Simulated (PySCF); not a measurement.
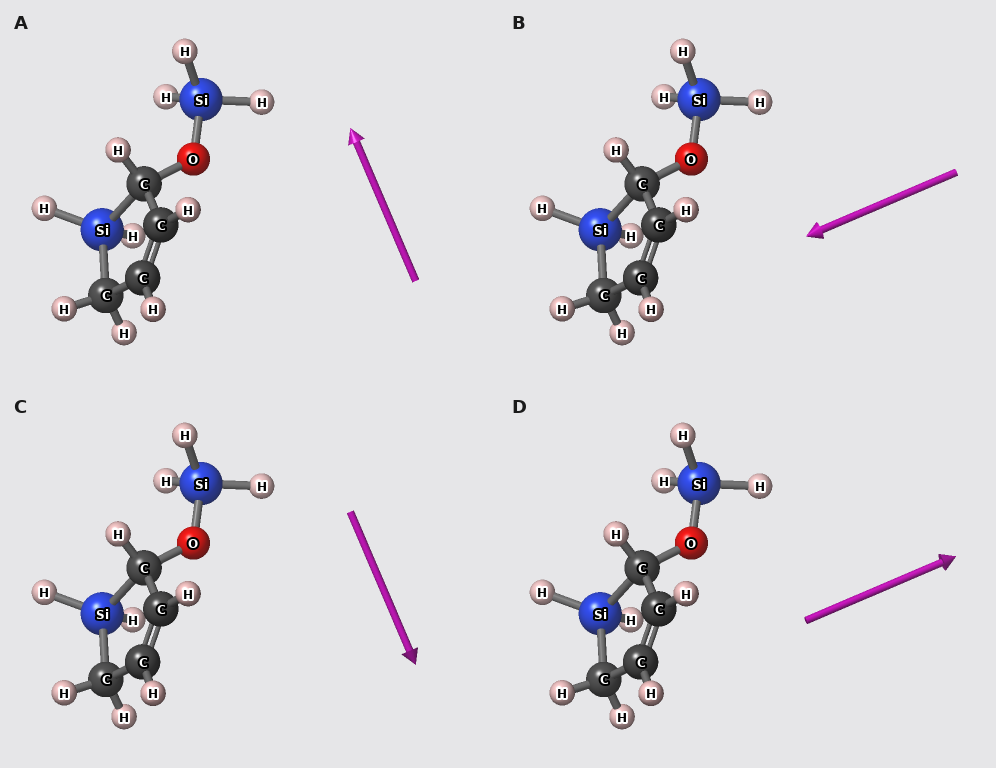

The same molecule four times, each with an arrow. The computed structure is the end point of a GFN2-xTB optimisation. No frequency run is at hand to confirm it as a minimum. Level of theory: PBE0/pcSseg-1, gas phase (PySCF 2.14.0).

> Which arrow points along the dipole moment, from the negative to the positive end?

B. The dipole moment is 1.26 D.

The geometry is semi-empirical. Around Si such bond lengths and angles can be off by a tenth of an ångström or more and by several degrees, and values that hang on the shape move with them.
